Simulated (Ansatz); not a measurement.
Electronic density of states of amorphous Ta8Si10O40, density 4.76 g/cm³, on a 2×2×2 Γ-centred mesh with a Gaussian width of 0.1 eV; energies count from the Fermi level, whose place inside the gap is arbitrary. Cell and mesh are small, so fine structure isn't converged. All values below come from PBE, scalar-relativistic without spin-orbit coupling (plane waves to 420 eV, PAW; Ansatz, an electronic-structure program). Sampling: a 2×2×2 Γ-centred mesh; Fermi-Dirac width 0.02 eV; no spin polarisation. At PBE the levels at the filled edge of the gap are localised (band-tail or defect states).

The cell was made by melting and quenching with the CHGNet potential and then relaxed with DFT. O atoms were pushed apart under 1.9 Å during the dynamics, to hinder bonds among them. The hot cell started wider than the set density and was brought back towards it in steps. It is the lowest in DFT energy of 2 quenches. It is a model cell: composition and starting density were chosen by hand, and all elements were melted together. No dispersion term was used. Its density started from a set value of 4.76 and ended at 4.76 g/cm³. Cooling (nominally 1400 K/ps over its main leg) ran many orders faster than in experiment, which tends to leave more defects and strain. One small periodic cell is one sample of the glass; other quenches scatter about these values. The volume was held where the preparation left it and the shape relaxed, at a PBE pressure of 0.2 GPa.

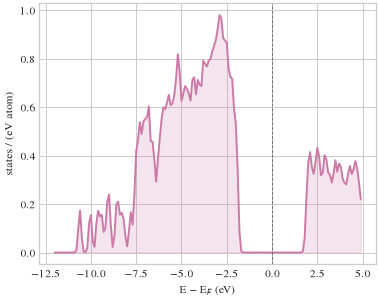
Density of states per atom

The level gap on this mesh is 3.74 eV; the broadening fills part of it in the curve.
